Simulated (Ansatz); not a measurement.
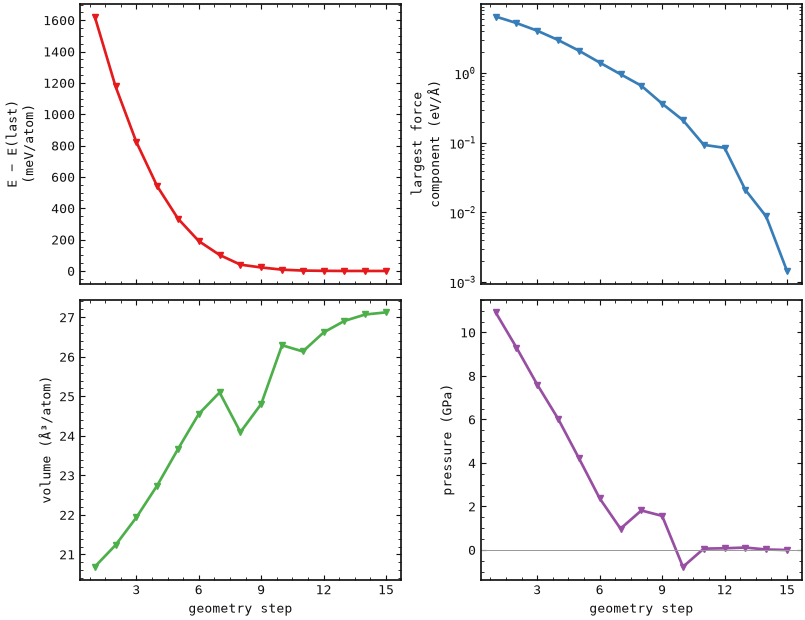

History of a geometry optimisation. Atoms and cell relax. A closing SCF on a freshly chosen basis isn't drawn.

```
crystal:
  lattice:
    - [3.83753, 0.0, 0.0]
    - [0.0, 3.83753, 0.0]
    - [0.0, 0.0, 8.428238]
  atoms:
    - { symbol: Ca, position: [0.0, 0.5, 0.16] }
    - { symbol: Ca, position: [0.5, 0.0, 0.84] }
    - { symbol: Li, position: [0.0, 0.0, 0.0] }
    - { symbol: Li, position: [0.5, 0.5, 0.0] }
    - { symbol: Se, position: [0.0, 0.5, 0.675] }
    - { symbol: Se, position: [0.5, 0.0, 0.325] }
  symmetry: { tolerance: 0.0003 }
kpoints:
  mp_grid: { grid: [5, 5, 2], shift: [0, 0, 0] }
magnetization:
  spin_polarized: false
scf:
  occupations: { method: fermi_dirac, width: 0.0294 }
hamiltonian:
  pseudopotentials: { kind: paw }
  xc: r2scan
basis:
  ecutwfc: "450 eV"
output:
  forces: true
  stress: true
  eigenvalues: true
relax:
  max_steps: 40
  cell: {}
accuracy: high
```

Launched with:
```bash
ansatz run input.yaml --threads 1 --pin off --max-ram 2560MiB --backend cpu --events-out ev --progress --plain --runs-dir out
```

**How did it end, and what did it gain?**

The optimisation met its thresholds at geometry 15, counting the start as the first. The energy fell by about 1600 meV/atom from the first step to the last. The largest force component goes from about 6.5 eV/Å at the start to 1.4 × 10⁻³ eV/Å at the end.

**What happens to the cell?**

The volume grows from 20.7 to 27.1 Å³ per atom (+31 %), as the pressure goes from 11 GPa to about 0 GPa. The start was compressed.
